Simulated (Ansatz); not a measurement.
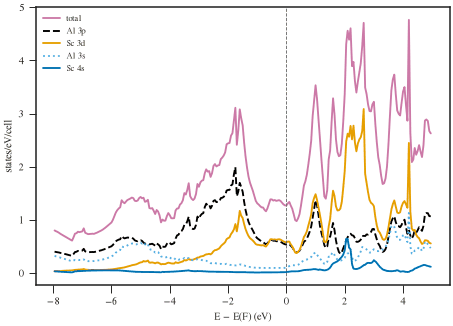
Figure: Total and projected density of states of ScAl3 (Cu3Au type, Pm-3m), LDA (plane waves, PAW; program Ansatz)

Q: Which orbitals carry the states next to the Fermi level?

A: Within 0.5 eV of the Fermi level: Sc 3d 44 %, Al 3p 42 %, Al 3s 9 %. Projections are on Löwdin-orthogonalised atomic valence shells; empty p or d shells of many metals are not among them.

Q: Where is the tallest occupied peak in this window, and what makes it?

A: Near -1.8 eV, about 3.1 states/eV per cell; the largest projected share is Al 3p.

Symmetry was held in the LDA relaxation. No spin polarisation was allowed.

Potentials: the earlier of the program's two PAW sets. The files were generated under PBE; for other functionals the program regenerates the frozen cores, and for LDA and PBEsol the local potential too.
